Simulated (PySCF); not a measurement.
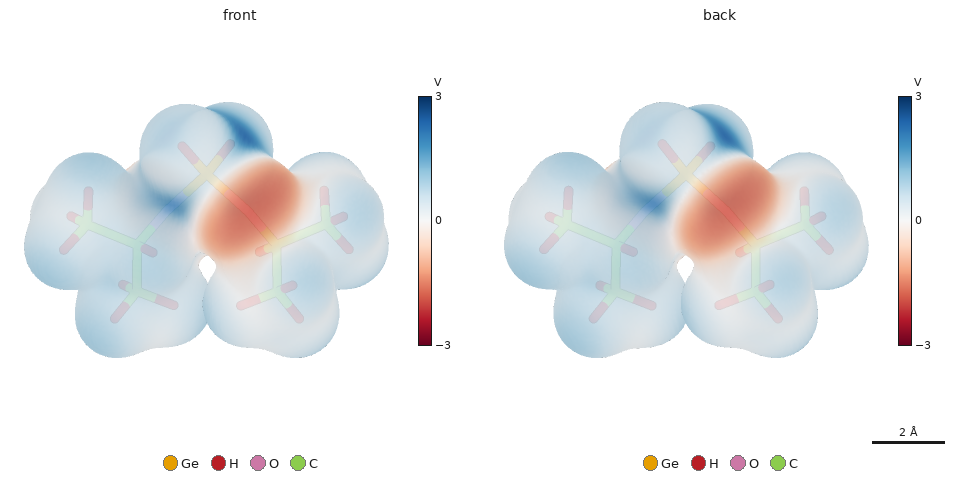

The picture shows: C6H16GeO2. The molecular electrostatic potential painted on the density surface at 0.004 e/bohr³, seen from the front and from behind; red is negative and blue positive.

Geometry: PBE0-D3(BJ)/def2-SVP.

These are results of CAM-B3LYP/def2-SVPD, SCF density, gas phase in PySCF, not measurements.

```yaml
atoms:
  - { symbol: Ge, position_ang: [1.5391, 0.0169, 1.0929] }
  - { symbol: H, position_ang: [1.4798, 0.4051, 2.5765] }
  - { symbol: H, position_ang: [2.9191, -0.3733, 0.5467] }
  - { symbol: O, position_ang: [1.0118, 1.3344, 0.0276] }
  - { symbol: C, position_ang: [-0.2706, 1.9221, 0.1928] }
  - { symbol: C, position_ang: [-0.8703, 2.1234, -1.1860] }
  - { symbol: C, position_ang: [-0.1413, 3.2203, 0.9702] }
  - { symbol: H, position_ang: [-0.9310, 1.2329, 0.7572] }
  - { symbol: H, position_ang: [-0.2152, 2.7717, -1.7885] }
  - { symbol: H, position_ang: [-1.8650, 2.5901, -1.1237] }
  - { symbol: H, position_ang: [-0.9680, 1.1596, -1.7070] }
  - { symbol: H, position_ang: [0.2920, 3.0391, 1.9657] }
  - { symbol: H, position_ang: [0.5207, 3.9165, 0.4322] }
  - { symbol: H, position_ang: [-1.1212, 3.7028, 1.1069] }
  - { symbol: O, position_ang: [0.3584, -1.2997, 0.9479] }
  - { symbol: C, position_ang: [0.1255, -1.9288, -0.3026] }
  - { symbol: C, position_ang: [-1.3712, -2.1267, -0.4525] }
  - { symbol: C, position_ang: [0.8979, -3.2352, -0.3688] }
  - { symbol: H, position_ang: [0.4692, -1.2712, -1.1270] }
  - { symbol: H, position_ang: [-1.7514, -2.7463, 0.3745] }
  - { symbol: H, position_ang: [-1.6148, -2.6232, -1.4040] }
  - { symbol: H, position_ang: [-1.8925, -1.1586, -0.4202] }
  - { symbol: H, position_ang: [1.9791, -3.0562, -0.2654] }
  - { symbol: H, position_ang: [0.5829, -3.8997, 0.4507] }
  - { symbol: H, position_ang: [0.7271, -3.7523, -1.3254] }
```

### Which sites attract a positive test charge, and which a negative one?

A positive charge is drawn to the negative regions and a negative charge to the positive ones. The most negative region (about −1.7 V) lies over O4 and O15, the most positive (about +2.2 V) over Ge1.

### What dipole moment does the calculation give?

Its dipole moment is 0.21 D.
